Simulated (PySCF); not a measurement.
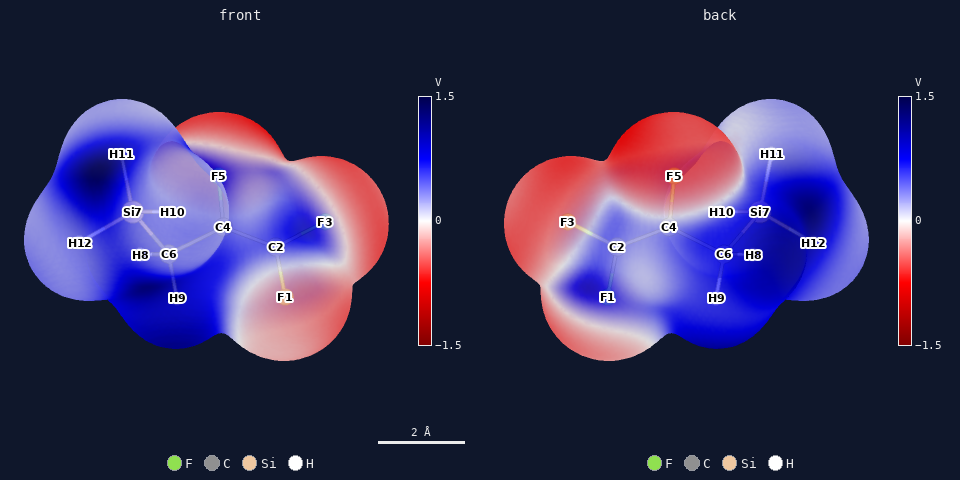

C3H5F3Si (SMILES FC(F)=C(F)C[SiH3]). The electrostatic potential painted on the density surface at 0.002 e/bohr³, seen from the front and from behind; the colour scale runs from red (negative) to blue (positive).

Geometry: GFN2-xTB.

The calculation used PySCF 2.14.0, wB97X-D/def2-SVPD, SCF density, gas phase.

```yaml
atoms:
  - { symbol: F, position_ang: [1.9097, -0.8581, -1.5622] }
  - { symbol: C, position_ang: [1.9521, -0.4327, -0.2979] }
  - { symbol: F, position_ang: [3.0735, -0.8304, 0.2949] }
  - { symbol: C, position_ang: [0.9828, 0.2919, 0.2474] }
  - { symbol: F, position_ang: [1.1247, 0.6749, 1.5348] }
  - { symbol: C, position_ang: [-0.2847, 0.6900, -0.3976] }
  - { symbol: Si, position_ang: [-1.7696, -0.2888, 0.3417] }
  - { symbol: H, position_ang: [-0.4417, 1.7555, -0.2276] }
  - { symbol: H, position_ang: [-0.2083, 0.5219, -1.4694] }
  - { symbol: H, position_ang: [-1.5296, -1.7113, 0.1070] }
  - { symbol: H, position_ang: [-1.8483, 0.0070, 1.7694] }
  - { symbol: H, position_ang: [-2.9593, 0.1794, -0.3665] }
```

Where is the surface potential most negative and most positive?

The most negative region (about −0.7 V) lies over F5, the most positive (about +1.4 V) over Si7.
